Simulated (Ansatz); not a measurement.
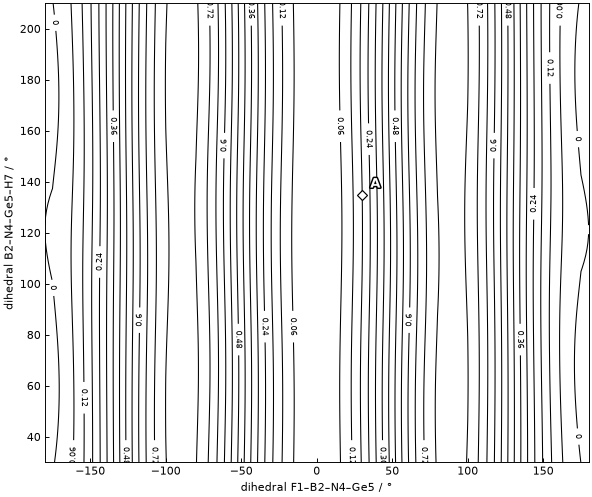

BBrFGeH4N, SMILES FB(Br)[NH][GeH3]. 
- The first coordinate is: dihedral F1–B2–N4–Ge5; the second: dihedral B2–N4–Ge5–H7.
- Nothing is relaxed (all other coordinates rigid).
- The grid has 12 × 13 points.
- Points are written as (first, second).
- Energies: eV, counted from the relaxed molecule at the same level.
- All numbers below come from Ansatz 0.2.0, RKS PBE0-D4/def2-SVP.

The picture shows contour lines labelled in eV, the point A. Between grid points the surface is interpolated.

Q: Which way does the force act at A, and how strong is it?

A: A, at (30°, 135°), is not a stationary point. The computed force is 0.011 eV for each degree towards smaller values of dihedral F1–B2–N4–Ge5 and 0.00028 eV for each degree towards smaller values of dihedral B2–N4–Ge5–H7.
